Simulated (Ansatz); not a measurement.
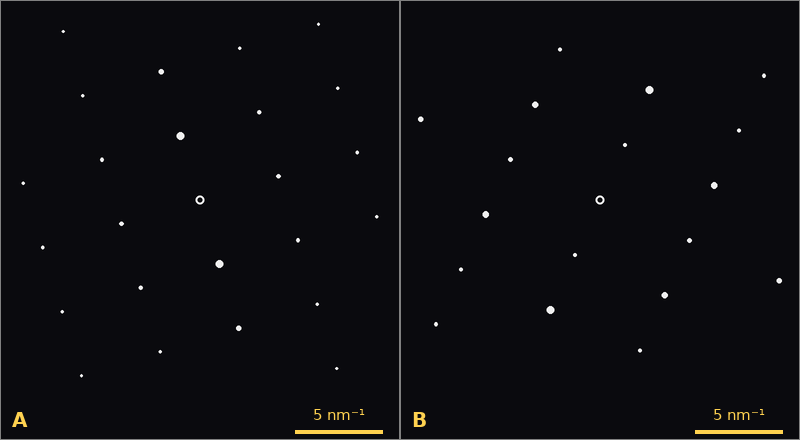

Kinematic electron diffraction patterns (120 kV, B = 0.5 Å², same scale, each along a low-index zone) of two structures of composition TiC3, each relaxed at zero pressure with DFT PBE, scalar-relativistic, plane waves, PAW in Ansatz 0.2.0. The runs are not spin-polarised.

The structures (standard cells):
1. P6_3/mmc (No. 194), a = 4.236 Å, c = 5.196 Å (hexagonal axes), 8 atoms; generated start, possibly hypothetical
2. P6/mmm (No. 191), a = 3.539 Å, c = 2.886 Å (hexagonal axes), 4 atoms; generated start, possibly hypothetical

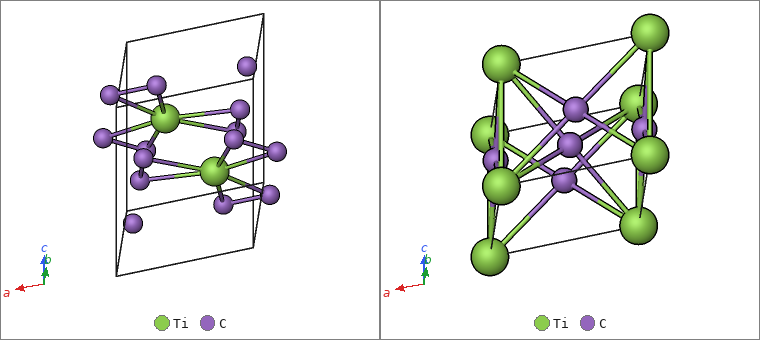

Drawings of the structures 1 to 2, from left to right (each may span several cells).

**Which pattern belongs to which structure, and along which zone?**

A is structure 1 along [210] or an equivalent direction: rectangular net of 0 0 2 at d = 2.60 Å and 1 -2 0 at d = 2.12 Å, 90.0° apart (some points of this net are extinct or too weak to see). B is structure 2 along [210] or an equivalent direction: rectangular net of 0 0 1 at d = 2.89 Å and 1 -2 0 at d = 1.77 Å, 90.0° apart (some points of this net are extinct or too weak to see).

**Which structure lies lowest at this level of theory, and by how much?**

Structure 1 (P6_3/mmc, 10.09 Å³ an atom) is the lowest of these; structure 2 (P6/mmm, 7.83 Å³ an atom) lies about 480 meV an atom higher. These are static energies at 0 K; other structures, not shown, may lie lower still.
